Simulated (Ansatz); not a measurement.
Sn: response to strain

Start from Sn in the diamond structure (space group Fd-3m, No. 227; a = 6.474 Å; relaxed with 0.1 eV smearing). Axes: x, y, z lie along the cube axes.

Strains are applied to the cell and any free atomic positions relax; under biaxial strain the out-of-plane vector relaxes too.

The values are results of LDA (Ansatz, a quantum-chemistry and plane-wave program, PAW, no SOC), not measurements.

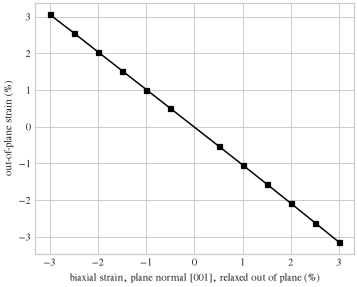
Figure: Out-of-plane strain against biaxial strain, plane normal [001], relaxed out of plane

### Question
From the plot, what is the out-of-plane strain for biaxial strain +2.00 %, plane normal [001], relaxed out of plane?

### Answer
About -2.1 %.

### Question
Is the trend monotonic over the range shown?

### Answer
Yes, it falls throughout, spanning -3.15 % to +3.06 %.

No phonon test of stability was made.
